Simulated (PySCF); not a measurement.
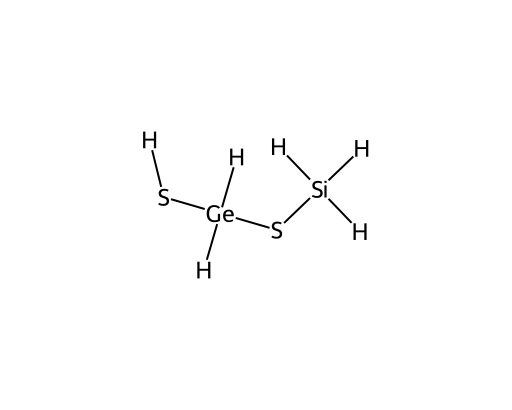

Structural formula above. The computed structure is the end point of a PBE0-D3(BJ)/def2-SVP optimisation. No frequency run is at hand to confirm it as a minimum.

Describe the 3D structure.

It has 10 atoms: 1 germanium, 6 hydrogen, 2 sulfur and 1 silicon (GeH₆S₂Si). Its SMILES string is `[SiH3][S][GeH2][SH]`. Among its groups: Si–H bond. This geometry has C1 symmetry. Coordination: 1 Si tetrahedral; 2 S bent; 1 Ge tetrahedral.

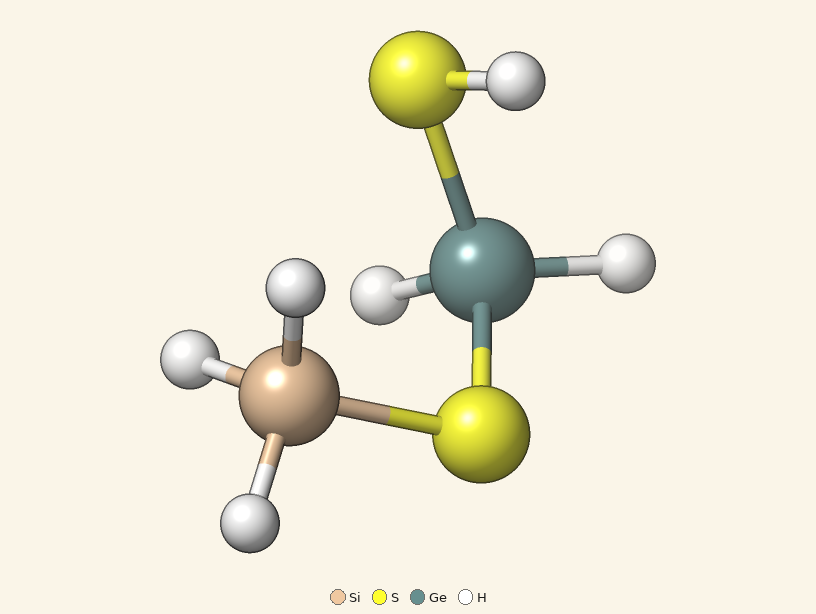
